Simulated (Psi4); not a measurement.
# A workflow on CH2BN (SMILES BC#N)

We compute a geometry optimisation (B3LYP-D3(BJ)/def2-TZVP), then the harmonic vibrations of CH2BN. 

Program for the calculation: Psi4 1.11.

### 1 Starting point

CH2BN has 5 atoms, charge 0, and is taken as a singlet. SMILES: `BC#N`. The coordinates come from a PBE0-D4/def2-TZVP relaxation. The run starts from this shape.

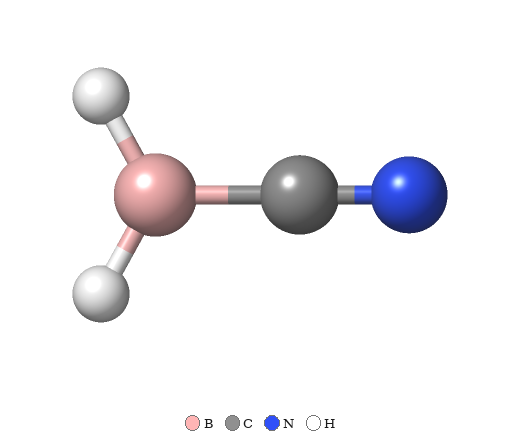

Viewed from a chosen angle; boron pink, carbon grey, nitrogen blue, hydrogen white.

### 2 A structure relaxation at B3LYP-D3(BJ)/def2-TZVP (density fitting) (run 1)

File ch2bn.py:

```python
import psi4

psi4.set_memory(1600000000)
psi4.set_num_threads(1)
psi4.core.set_output_file('psi4.out', False)

geom = psi4.geometry("""
0 1
B     -0.219200     0.441300    -0.341900
C      0.352700    -0.696700     0.490700
N      0.786500    -1.559600     1.122200
H     -0.744300     0.187400    -1.377600
H     -0.125900     1.554000     0.065300
""")

options = {'geom_maxiter': 60}
psi4.set_options(options)

e_tot = psi4.optimize('b3lyp-d3(bj)/def2-TZVP', molecule=geom)
print(f'total energy {e_tot:.8f} hartree = {e_tot * 27.211386:.5f} eV')
geom.save_xyz_file('final.xyz', False)
```

Command:

```bash
$ python ch2bn.py
```

psi4.out:

```text
[...]
  Running in c1 symmetry.
[...]
  Nuclear repulsion =   46.207232349375985
[...]
  Multiplicity = 1
[...]
  Nalpha       = 10
  Nbeta        = 10
[...]
    Number of basis functions: 105
[...]
   @DF-RKS iter   1:  -118.77958749088722   -6.98527e-01   5.17347e-03 DIIS/ADIIS
[...]
   @DF-RKS iter   7:  -118.92674731162919   -1.69109e-12   3.84344e-09 DIIS
[...]
    Orbital Energies [Eh]
    ---------------------
    Doubly Occupied:
       1A    -14.348115     2A    -10.214039     3A     -6.813035
       4A     -0.930639     5A     -0.623083     6A     -0.458436
       7A     -0.421888     8A     -0.387012     9A     -0.379791
      10A     -0.349832
[...]
  @DF-RKS Final Energy:  -118.92674731162919
   => Energetics <=
    Nuclear Repulsion Energy =             46.2187161897507437
    One-Electron Energy =                -250.4905310704151304
    Two-Electron Energy =                  99.1510421818719863
    DFT Exchange-Correlation Energy =     -13.8020110571406587
    Empirical Dispersion Energy =          -0.0039635556961327
    VV10 Nonlocal Energy =                  0.0000000000000000
    Total Energy =                       -118.9267473116291853
[...]
 Multipole Moments:
 ------------------------------------------------------------------------------------
     Multipole            Electronic (a.u.)      Nuclear  (a.u.)        Total (a.u.)
 ------------------------------------------------------------------------------------
 L = 1.  Multiply by 2.5417464519 to convert [e a0] to [Debye]
 Dipole X            :          0.4878495           -0.8895108           -0.4016614
 Dipole Y            :         -0.9704703            1.7696162            0.7991459
 Dipole Z            :          0.7100694           -1.2948451           -0.5847757
 Magnitude           :                                                    1.0686106
[...]
  -Total Gradient:
     Atom            X                  Y                   Z
    ------   -----------------  -----------------  -----------------
       1       -0.000017855747     0.000058591863    -0.000034433798
       2        0.000028500753    -0.000072278280     0.000043651675
       3       -0.000037482486     0.000079845239    -0.000054615226
       4        0.000002079991    -0.000053546486    -0.000002799050
       5        0.000021920116    -0.000006971575     0.000044063807
[...]
    Final optimized geometry and variables:
    Molecular point group: c1
    Full point group: C1
    Geometry (in Angstrom), charge = 0, multiplicity = 1:
    B           -0.525593826514     1.045712999141    -0.765170493621
    C            0.046242477499    -0.092063960336     0.067319143156
    N            0.480261192165    -0.955457181344     0.699166216191
    H           -1.049006784713     0.793583382450    -1.797355156979
    H           -0.433016151952     2.154876241955    -0.360073263946
```

Standard output:

```text
Some dependencies such as QCElemental have not yet finished migration to pydantic v2. If issues are encountered please downgrade pydantic or upgrade QCElemental as appropriate
Inverting a small eigenvalue. System may include redundancies
Smallest inverted value is 5.497e-09.
Inverting a small eigenvalue. System may include redundancies
Smallest inverted value is 3.259e-09.
Optimizer: Optimization complete!
total energy -118.92674731 hartree = -3236.16163 eV
```

Wall time 8.1 s (1 thread of AMD EPYC 9R45 (Zen 5), shared host); peak memory 0.57 GiB.

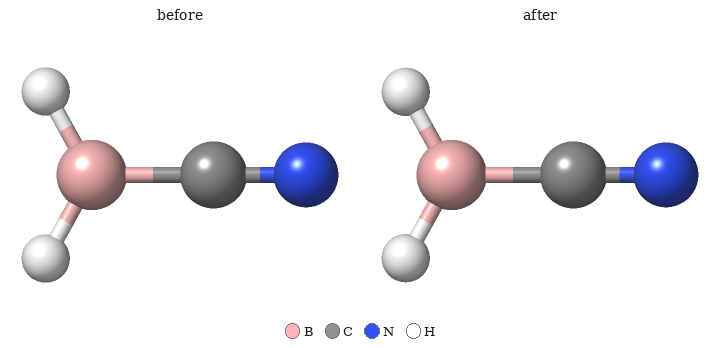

Before and after, at one scale.

After the run. Bond lengths: B1–C2 1.521 Å, C2–N3 1.155 Å, B1–H4 1.184 Å, B1–H5 1.184 Å. Angles: B1–C2–N3 180.0°, C2–B1–H4 118.9°, C2–B1–H5 118.9°, H4–B1–H5 122.1°.

### 3 Vibrational wavenumbers at B3LYP-D3(BJ)/def2-TZVP (density fitting) (run 2)

File calc.inp:

```
memory 1600 mb

molecule {
  B     -0.219261     0.441374    -0.341987
  C      0.352575    -0.696403     0.490502
  N      0.786594    -1.559796     1.122349
  H     -0.742674     0.189244    -1.374172
  H     -0.126683     1.550537     0.063110
  units angstrom
}

set {
  basis def2-TZVP
  t 700.0
  rotational_symmetry_number 2
}

energy_value = freq('b3lyp-d3bj2b')
print_variables()
```

Command:

```bash
$ psi4 -i calc.inp -o calc.out -n 1
```

calc.out, cut to the lines that bear on the results:

```text
[...]
  Running in c1 symmetry.
[...]
  Nuclear repulsion =   46.218722807391664
[...]
  Multiplicity = 1
[...]
  Nalpha       = 10
  Nbeta        = 10
[...]
    Number of basis functions: 105
[...]
   @DF-RKS iter   1:  -118.77993511480679   -6.98786e-01   5.16559e-03 ADIIS/DIIS
[...]
   @DF-RKS iter  10:  -118.92674592996076   -5.41434e-12   2.98624e-09 DIIS
[...]
  @DF-RKS Final Energy:  -118.92674592996076
   => Energetics <=
    Nuclear Repulsion Energy =             46.2242244548511607
    One-Electron Energy =                -250.5011126728334716
    Two-Electron Energy =                  99.1566502918328183
    DFT Exchange-Correlation Energy =     -13.8025442966135987
    Empirical Dispersion Energy =          -0.0039637071976714
    VV10 Nonlocal Energy =                  0.0000000000000000
    Total Energy =                       -118.9267459299607594
[...]
 Multipole Moments:
[...]
  -Total Gradient:
     Atom            X                  Y                   Z
    ------   -----------------  -----------------  -----------------
       1       -0.000273158025     0.000158165263    -0.000490745587
       2        0.000003739278    -0.000121622088    -0.000012847448
       3       -0.000031383447     0.000081879986    -0.000042809732
       4        0.000349422568     0.000144573443     0.000687376994
       5       -0.000051456537    -0.000257325930    -0.000145098248
[...]
  ==> Harmonic Vibrational Analysis <==
[...]
  Freq [cm^-1]                 287.8235            321.7766            878.5358
[...]
  IR activ [km/mol]             6.4738              3.8016             38.5836
[...]
  Freq [cm^-1]                 885.3819           1005.1754           1221.9484
[...]
  IR activ [km/mol]             9.2955             57.6244             39.0262
[...]
  Freq [cm^-1]                2304.4058           2640.8538           2733.3691
[...]
  IR activ [km/mol]            40.8708             55.5848             61.5876
[...]
  Total E_0, Enthalpy at 0 [K]                                                         -118.89877308 [Eh]
[...]
  Total H, Enthalpy at  700.00 [K]                                                     -118.88380189 [Eh]
[...]
  Total G, Gibbs energy at  700.00 [K]                                                 -118.96444083 [Eh]
[...]
```

The script printed:

```text
Warning: used thermodynamics relations inappropriate for low-frequency modes: ['287.8235' '321.7766']
```

Wall time 79 s (1 thread of AMD EPYC 9R45 (Zen 5), shared host); peak memory 0.57 GiB.

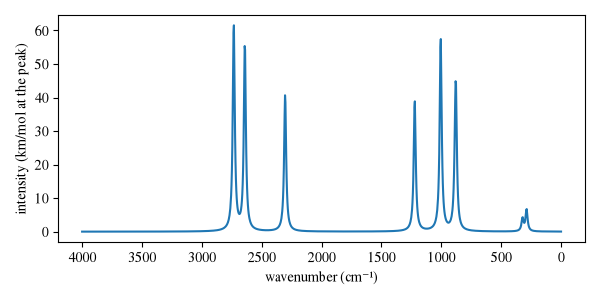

Harmonic infrared spectrum, unscaled, lines broadened by 10 cm⁻¹.

### 4 Outcome

| quantity | value |
| --- | --- |
| run 1, B3LYP-D3(BJ)/def2-TZVP: total energy at the end | -118.92675 Eh |
| run 1, B3LYP-D3(BJ)/def2-TZVP: dipole moment | 2.72 D |
| run 1, B3LYP-D3(BJ)/def2-TZVP: HOMO energy | -9.52 eV |
| run 1, B3LYP-D3(BJ)/def2-TZVP: LUMO energy | -3.57 eV |
| run 1, B3LYP-D3(BJ)/def2-TZVP: HOMO–LUMO gap | 5.95 eV |
| run 1, B3LYP-D3(BJ)/def2-TZVP: dispersion energy | -10.41 kJ/mol |
| run 2, B3LYP-D3(BJ)/def2-TZVP: lowest harmonic wavenumber | 288 cm⁻¹ |
| run 2, B3LYP-D3(BJ)/def2-TZVP: highest harmonic wavenumber | 2733 cm⁻¹ |
| run 2, B3LYP-D3(BJ)/def2-TZVP: zero-point energy | 73.4 kJ/mol |
| run 2, B3LYP-D3(BJ)/def2-TZVP: ideal-gas entropy at 700 K (symmetry number 2 as used) | 72.3 cal/(mol K) |

The optimisation (run 1, B3LYP-D3(BJ)/def2-TZVP) took 2 steps and changed the energy by -0.000 eV. All 9 modes (run 2, B3LYP-D3(BJ)/def2-TZVP) are real, so the shape is a minimum at this level.
